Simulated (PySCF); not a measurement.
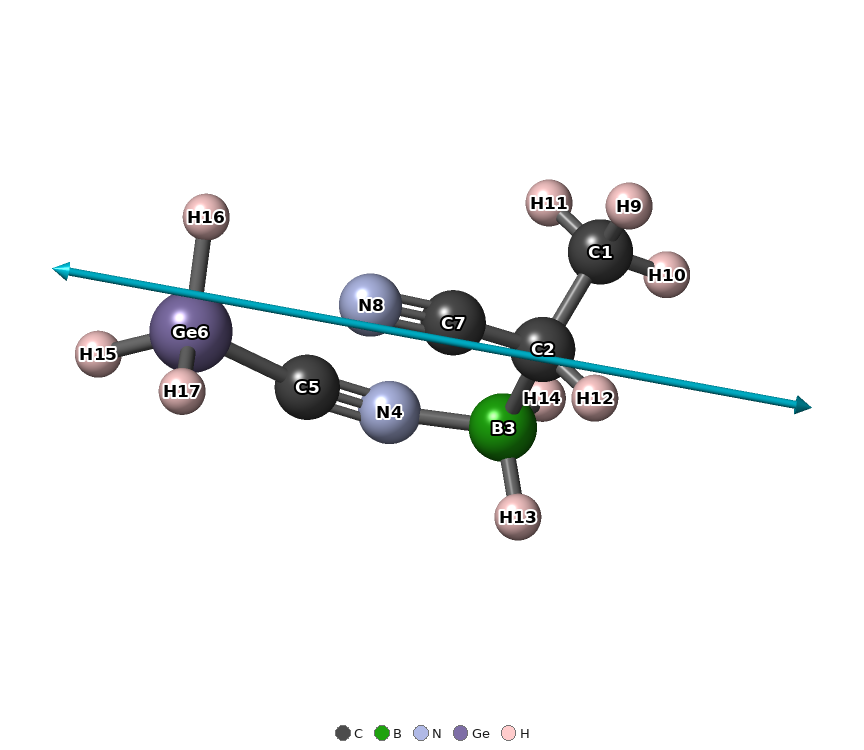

The double arrow shows the direction of the transition dipole to excited singlet state 4 (its length means nothing). The computed structure is the end point of a GFN2-xTB optimisation. No frequency run is at hand to confirm it as a minimum. Properties computed with TDDFT ωB97X-D/def2-SVPD, vertical, gas phase, core orbitals frozen in the response (PySCF 2.14.0).

### How is the transition polarised?

Nearly parallel to the B3–N4 bond.

### Give its energy, strength and character.

6.69 eV (185 nm), oscillator strength 0.35, of mixed character, with the largest part HOMO−1 → LUMO+1 (weight 0.50); transition dipole 3.69 D.

The geometry is semi-empirical. Around B, Ge such bond lengths and angles can be off by a tenth of an ångström or more and by several degrees, and values that hang on the shape move with them.
